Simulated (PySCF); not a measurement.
## Electronic structure of CH₈N₂Si₂ (SMILES N[C]N([SiH3])[SiH3]) (triplet) in real space

The calculation's input:

```
{"job": {"kind": "epr"}, "charge": 0, "multiplicity": 3}
C     -1.229096    -0.172195    -0.459952
N      0.064380     0.245607    -0.185354
Si     0.341119     1.981398    -0.253554
Si     1.229795    -0.997174     0.283409
N     -1.805779    -1.311739     0.029228
H     -0.507893     2.695764     0.748520
H      1.784794     2.212085     0.041420
H      0.017296     2.522630    -1.607798
H      1.238251    -2.105063    -0.718161
H      0.927914    -1.571888     1.629243
H      2.566808    -0.336502     0.330312
H     -2.437557    -1.217519     0.826766
H     -2.180055    -1.962669    -0.656806
```

Run with:

```sh
OMP_NUM_THREADS=1 python cluster_run.py task.json out
```

Geometry: PBE0-D3(BJ)/def2-SVP.

All numbers below come from UKS B3LYP, IGLO-III on C N Si, pcH-1 on H, non-relativistic, mean-field spin-orbit, GIAO in PySCF.

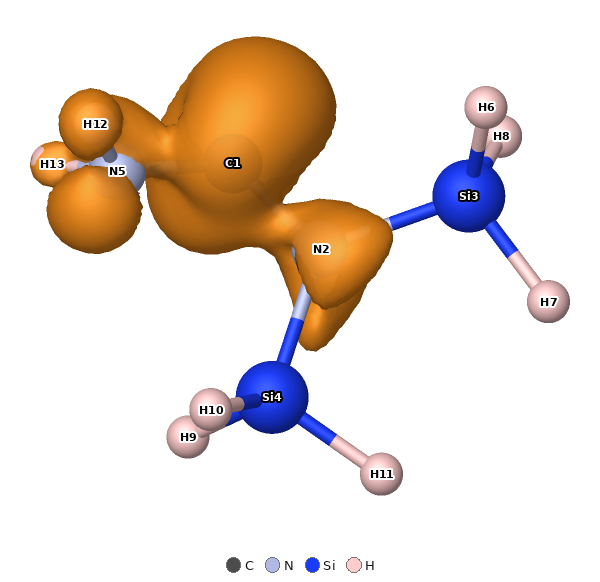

Figure 1. Isosurfaces of the spin density at +0.04 (orange) and −0.04 e/Å³ (purple), seen across its widest extent.

**Describe the spin distribution.**

The unpaired spin (2 electrons) lies mostly on C1 (about 1.2), N5 (about 0.3), N2 (about 0.2), Si4 (about 0.1) and Si3 (about 0.1), in electrons by Hirshfeld's partition.

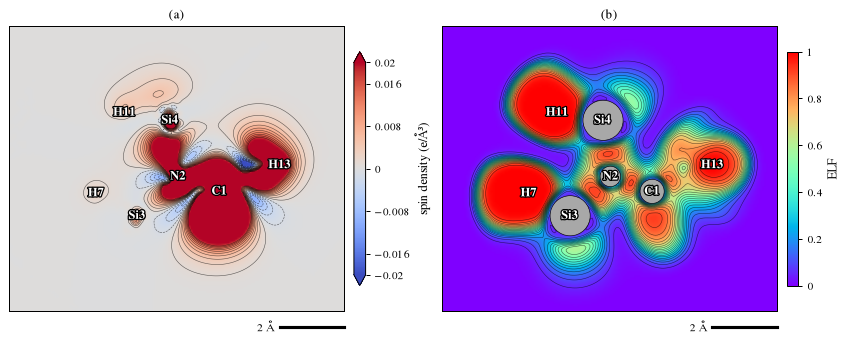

Figure 2. (a) spin density; (b) electron localisation function on the plane of atoms C1, N2 and Si4. Grey discs cover the atomic cores in the ELF map.

**What do the fields say about this system?**

The plane passes through C, N, Si and H nuclei.
C–N (1.39 Å): the ELF peaks at about 0.90 between the atoms; localised, covalent bonding.
Si–N (1.76 Å): the ELF peaks at about 0.90 between the atoms; a shared but strongly polarised pair.
Si–H (1.49 Å): the ELF climbs to about 1 towards the hydrogen, as it does in any bond to H.
The ELF also peaks beside C1, away from the bonds: non-bonding electrons, paired or unpaired.

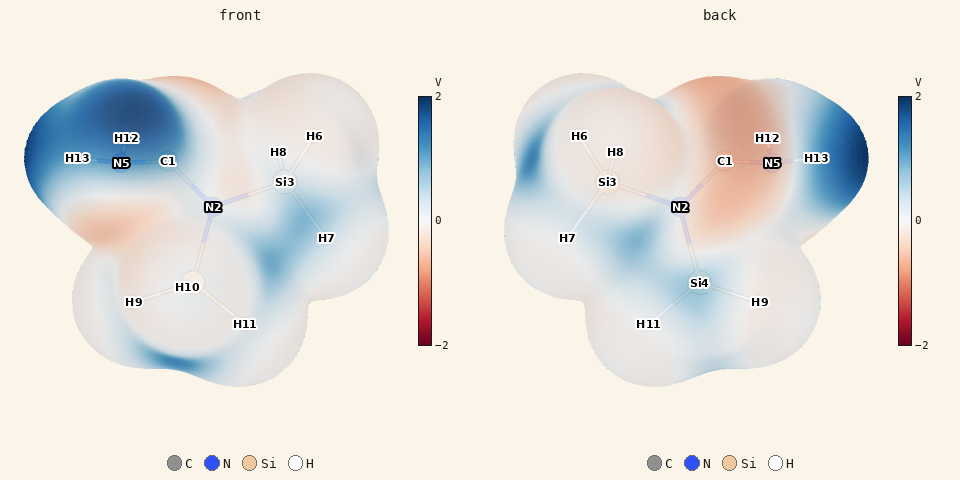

Figure 3. The electrostatic potential painted on the density surface at 0.002 e/bohr³, seen from the front and from behind; red is negative and blue positive.

**Describe the electrostatic potential map.**

The most negative region (about −0.7 V, or −16 kcal/mol for a unit charge) lies over C1, the most positive (about +1.9 V, or +44 kcal/mol for a unit charge) over H13.
